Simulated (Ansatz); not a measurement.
```cif
data_structure
_symmetry_space_group_name_H-M 'P 1'
_symmetry_Int_Tables_number 1
_cell_length_a 5.3881
_cell_length_b 5.3881
_cell_length_c 10.6137
_cell_angle_alpha 90.000
_cell_angle_beta 90.000
_cell_angle_gamma 90.000
_cell_volume 308.13
loop_
_atom_site_label
_atom_site_type_symbol
_atom_site_fract_x
_atom_site_fract_y
_atom_site_fract_z
_atom_site_occupancy
N1 N 0.00000 0.00000 0.00000 1
N2 N 0.50000 0.50000 0.50000 1
Ga1 Ga 0.28788 0.28788 0.38785 1
Ga2 Ga 0.78788 0.78788 0.88785 1
As1 As 0.50000 0.00000 0.25000 1
As2 As 0.00000 0.50000 0.75000 1
Ga3 Ga 0.21212 0.78788 0.11215 1
Ga4 Ga 0.71212 0.28788 0.61215 1
As3 As 0.00000 0.00000 0.50000 1
As4 As 0.50000 0.50000 0.00000 1
Ga5 Ga 0.21212 0.21212 0.88785 1
Ga6 Ga 0.71212 0.71212 0.38785 1
As5 As 0.00000 0.50000 0.25000 1
As6 As 0.50000 0.00000 0.75000 1
Ga7 Ga 0.78788 0.21212 0.11215 1
Ga8 Ga 0.28788 0.71212 0.61215 1
```

Space group I-42m; started from the ordered alloy on zincblende lattice prototype, which need not be the ambient phase.

These are results of Ansatz 0.2.0, DFT, r2SCAN, plane waves, PAW, not measurements.

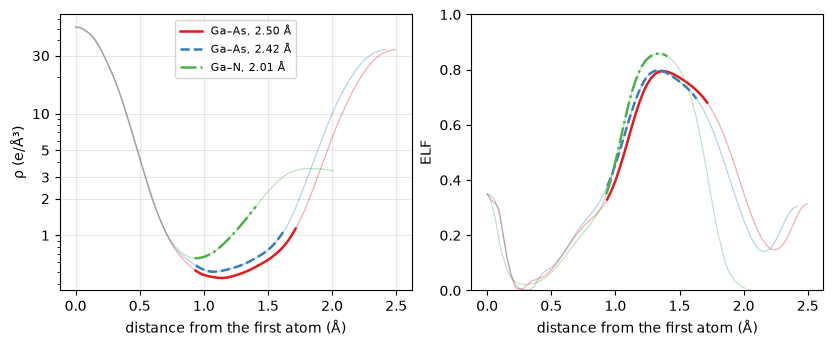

Ga₄As₃N. Valence pseudo-density and ELF along straight lines between neighbouring atoms. Thin, pale parts lie inside the atomic spheres.

Core electrons are frozen (PAW), and the valence fields are smoothed inside the atomic spheres.

**Compare the contacts.**

Ga–As (2.50 Å): ρ at the midpoint is about 0.47 e/Å³; the ELF peaks at about 0.80 between the atoms; a shared electron pair.
Ga–As (2.42 Å): ρ is about 0.53 e/Å³ halfway; the ELF peaks at about 0.80 between the atoms: a shared electron pair.
Ga–N (2.01 Å): ρ at the midpoint is about 0.67 e/Å³; the ELF peaks at about 0.85 in the valence shell of N, 0.7 Å from its nucleus, and is about 0.45 at the midpoint.
